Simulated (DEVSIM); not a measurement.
Structure: isotype n-n heterojunction Al0.4Ga0.6N/GaN, at 300 K.

```csv
layer (left to right),material,thickness (μm),Nd (cm⁻³),τn (s),τp (s)
1,Al0.4Ga0.6N,2.20,1.5e17,8.3e-9,8.3e-9
2,GaN,0.520,1.2e17,8.3e-9,8.3e-9
```

Left contact: ohmic. Right contact: ohmic. Voltage is applied to the left contact. Recombination: SRH at mid-gap, Auger. Mobility is μmin + (μ − μmin)/(1 + (N/Nref)^α).

The device is made up for the run: typed textbook-type constants, with dimensions and the other settings drawn at random. Values at 300 K.

```csv
parameter,Al0.4Ga0.6N,GaN
gap (eV),4.258,3.43
affinity (eV),3.52,4.1
permittivity,9.26,9.5
Nc (cm⁻³),2.3e18,2.3e18
Nv (cm⁻³),4.6e19,4.6e19
μn (cm²/Vs),336,1200
μp (cm²/Vs),30,100
"μn,min",55,55
"μp,min",3,3
"Nref,n",2e17,2e17
"Nref,p",3e17,3e17
αn,1,1
αp,2,2
Cn (cm⁶/s),1e-30,1e-30
Cp (cm⁶/s),1e-30,1e-30
```

DEVSIM, 1D drift-diffusion, Boltzmann statistics, complete ionisation; no tunnelling, impact ionisation, image-force lowering or self-heating. Band offsets follow the typed affinities; no thermionic-emission limit at abrupt steps, no polarisation charge.

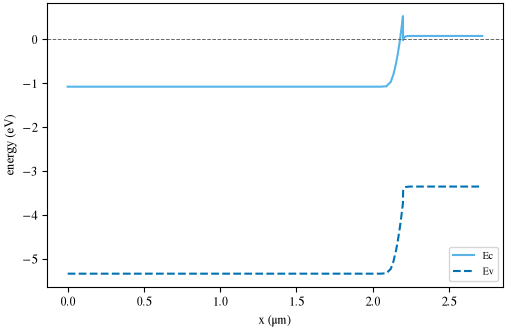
Figure. Band edges at 1.15 V on the left contact

Energies count from the Fermi level of the right contact; mesh points crowd at the junctions.

| x (μm) | Ec (eV) | Ev (eV) | n (cm⁻³) | p (cm⁻³) | field (V/cm) |
|---|---|---|---|---|---|
| 0.000 | -1.079 | -5.337 | 1.5e17 | < 1e2 | ≈ 0 |
| 0.006048 | -1.079 | -5.337 | 1.5e17 | < 1e2 | ≈ 0 |
| 0.02070 | -1.079 | -5.337 | 1.5e17 | < 1e2 | ≈ 0 |
| 0.05270 | -1.079 | -5.337 | 1.5e17 | < 1e2 | ≈ 0 |
| 0.1675 | -1.079 | -5.337 | 1.5e17 | < 1e2 | ≈ 0 |
| 0.3998 | -1.079 | -5.337 | 1.5e17 | < 1e2 | ≈ 0 |
| 0.9073 | -1.079 | -5.337 | 1.5e17 | < 1e2 | ≈ 0 |
| 1.753 | -1.079 | -5.337 | 1.5e17 | < 1e2 | ≈ 0 |
| 2.004 | -1.079 | -5.337 | 1.5e17 | < 1e2 | ≈ 0 |
| 2.119 | -0.970 | -5.228 | 2.2e15 | < 1e2 | 70000 |
| 2.167 | -0.307 | -4.565 | 2.8e9 | < 1e2 | 210000 |
| 2.192 | 0.315 | -3.943 | 2.0e9 | < 1e2 | 280000 |
| 2.199 | 0.528 | -3.730 | 1.9e9 | < 1e2 | 300000 |
| 2.205 | 0.028 | -3.402 | 7.9e17 | < 1e2 | 66000 |
| 2.224 | 0.070 | -3.360 | 1.5e17 | < 1e2 | 6200 |
| 2.259 | 0.076 | -3.354 | 1.2e17 | < 1e2 | 210 |
| 2.342 | 0.076 | -3.354 | 1.2e17 | < 1e2 | ≈ 0 |
| 2.508 | 0.076 | -3.354 | 1.2e17 | < 1e2 | ≈ 0 |
| 2.651 | 0.076 | -3.354 | 1.2e17 | < 1e2 | ≈ 0 |
| 2.693 | 0.076 | -3.354 | 1.2e17 | < 1e2 | ≈ 0 |
| 2.711 | 0.076 | -3.354 | 1.2e17 | < 1e2 | ≈ 0 |
| 2.720 | 0.076 | -3.354 | 1.2e17 | < 1e2 | ≈ 0 |
